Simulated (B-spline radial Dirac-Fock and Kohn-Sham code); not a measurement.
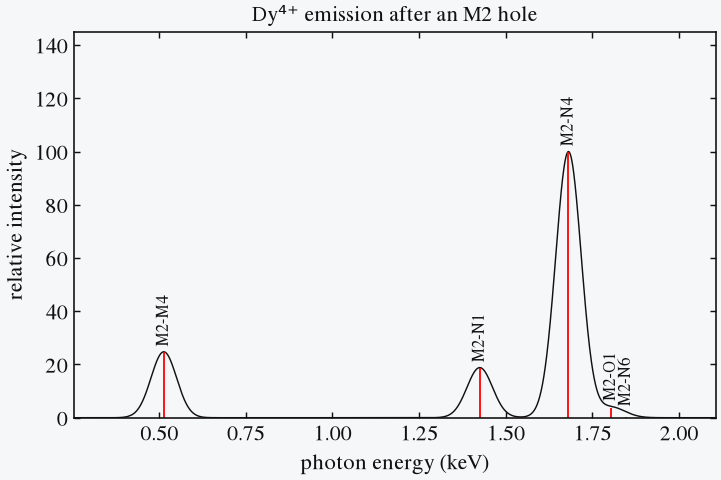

X-ray emission lines that fill an M2 (3p1/2) hole, broadened by a Gaussian of 87 eV full width, as by a silicon detector. Multiplet splitting by the open shell is left out. Species: the ion Dy⁴⁺ ([Xe] 4f8). Level of theory: independent-particle rates on relativistic LDA orbitals of the hole state (multipoles to L = 3), energies from Dirac–Fock ΔSCF; calculated with a B-spline radial code. Widths ruled by Coster–Kronig decay come out up to twice the measured ones in this model.

Summarise the result.

The strongest line is M2-N4 at 1.6814 keV with 67.7 % of the photons, then M2-M4 at 514.1 eV (17 %), M2-N1 at 1.4255 keV (13 %), M2-O1 at 1.8037 keV (2.5 %), M2-N6 at 1.8465 keV (0.28 %). The hole has a width of 8.18 eV and a fluorescence yield of 0.00195.
